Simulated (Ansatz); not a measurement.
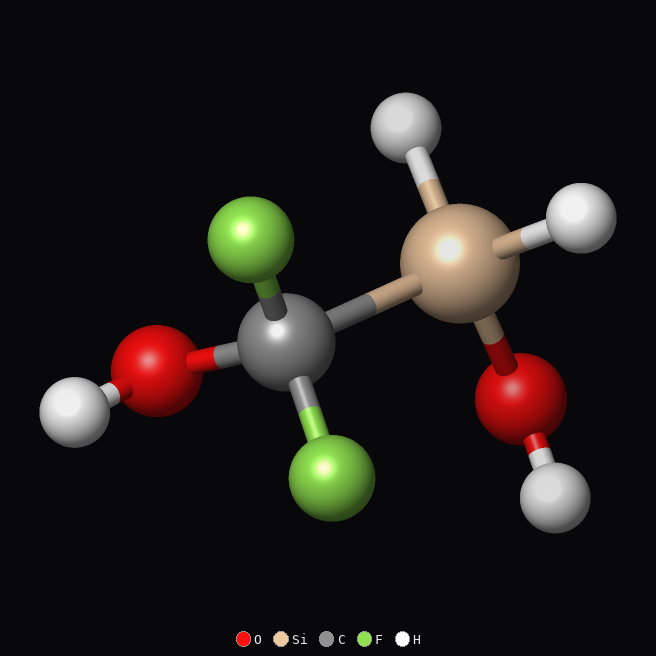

The picture shows a molecular structure as a ball-and-stick model. Every bond is drawn as one stick, whatever its order.

Computed geometry: PBE0-D4/def2-TZVP optimisation.

What does the picture show?

The molecule is CH4F2O2Si. SMILES: `O[SiH2]C(O)(F)F`. It has no ring. Among its groups: alcohol, C–F bond, Si–H bond, Si–O bond. The point group is C1. Coordination: 2 O bent; 1 Si tetrahedral; 1 C tetrahedral.

More results for the same structure follow; atom numbers are the same in all pictures, views and colours differ.

## Geometry

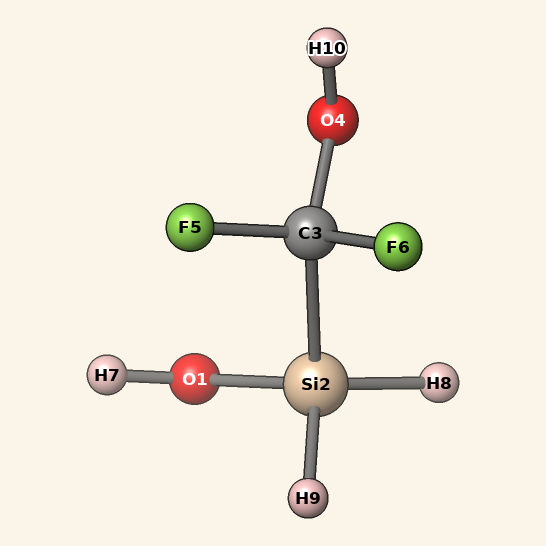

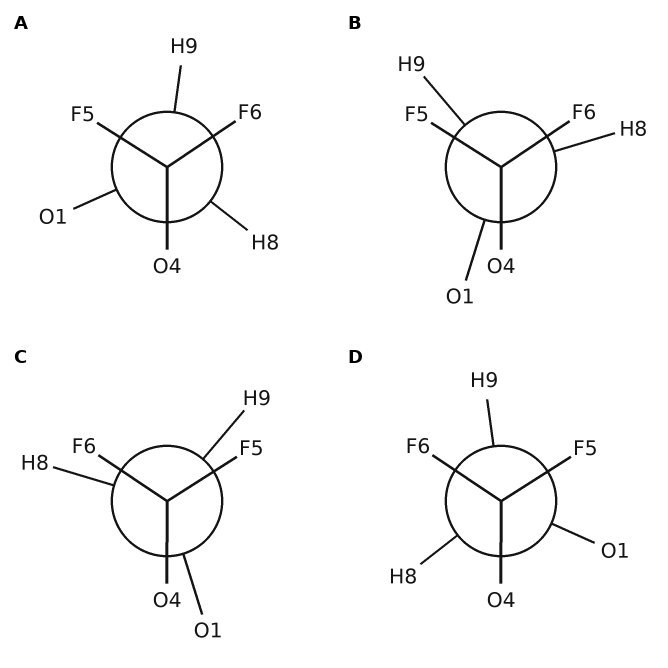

Depth is shown by fading: the farther an atom, the more it takes the colour of the background. Bonds that would overlap in a projection are set slightly apart.

**Which Newman projection shows the view along C3–Si2, with C3 in front?**

D. The torsion angle F5–C3–Si2–O1 is 56°, synclinal (gauche).

## Charges

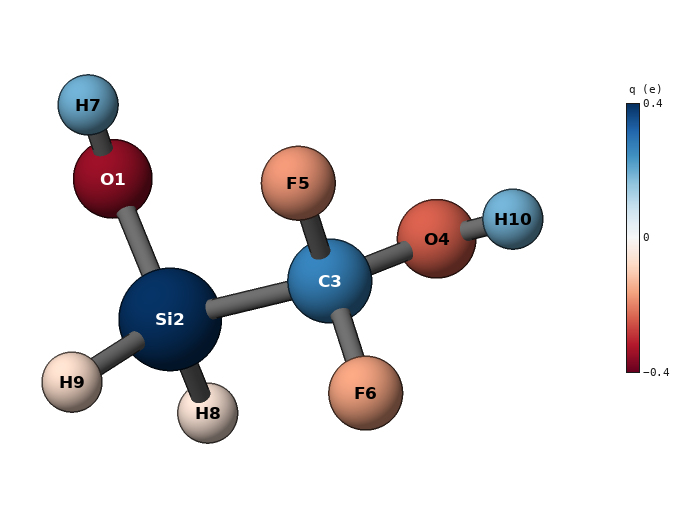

Atoms are coloured by their Mulliken charges. Level of theory: RKS PBE-D4/def2-TZVPP (Ansatz 0.2.0).

**Which atom carries the highest charge (most positive or least negative)?**

Si2 (0.40 e).

**And the lowest?**

O1 (−0.35 e).

Give the Mulliken charges atom by atom.

```json
{"atom": "O1", "value (e)": "−0.35"}
{"atom": "Si2", "value (e)": "0.40"}
{"atom": "C3", "value (e)": "0.27"}
{"atom": "O4", "value (e)": "−0.24"}
{"atom": "F5", "value (e)": "−0.18"}
{"atom": "F6", "value (e)": "−0.16"}
{"atom": "H7", "value (e)": "0.19"}
{"atom": "H8", "value (e)": "−0.05"}
{"atom": "H9", "value (e)": "−0.07"}
{"atom": "H10", "value (e)": "0.19"}
```

## Levels of theory compared

Program: Ansatz 0.2.0.

Tabulate HOMO energy (eV), dipole (D), HOMO–LUMO gap (eV) at these levels: B3LYP-D4/def2-TZVPP; PBE-D4/def2-TZVPP; r2SCAN-D4/def2-TZVPP; ωB97M-V/def2-TZVPP.

```
               level  HOMO energy (eV)  dipole (D)  HOMO–LUMO gap (eV)
 B3LYP-D4/def2-TZVPP             −8.69        0.84                8.39
   PBE-D4/def2-TZVPP             −7.32        0.92                6.41
r2SCAN-D4/def2-TZVPP             −7.68        0.91                7.23
  ωB97M-V/def2-TZVPP            −11.20        0.85               12.86
```

## Vibrations

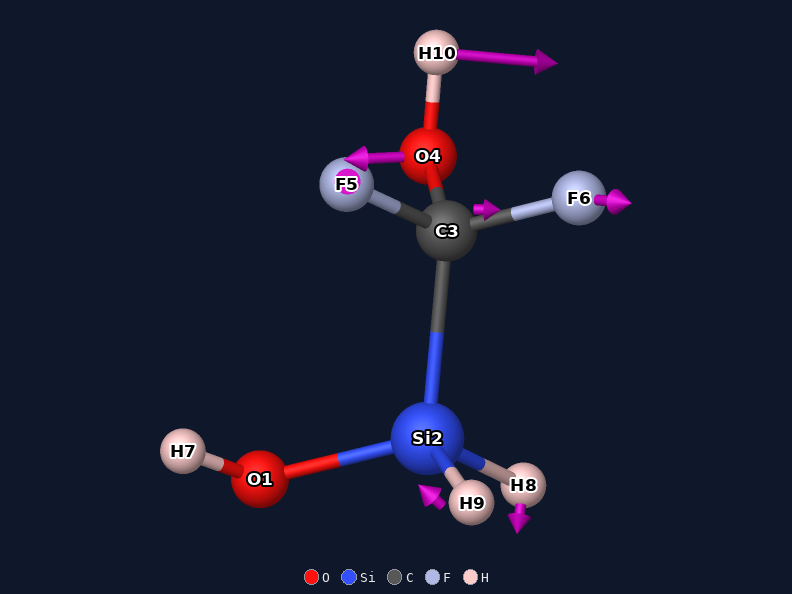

The arrows show one normal mode. Harmonic vibrations computed with RKS PBE0-D4/def2-TZVP (Ansatz 0.2.0) at a stationary point of the same level.

**What kind of motion is it?**

Mostly F–C–O bending.

**Estimate its harmonic wavenumber.**

560 cm⁻¹; it is mode 9 of 24 counted from the lowest.

Mulliken values depend strongly on the basis set and can even reverse the polarity of a bond.
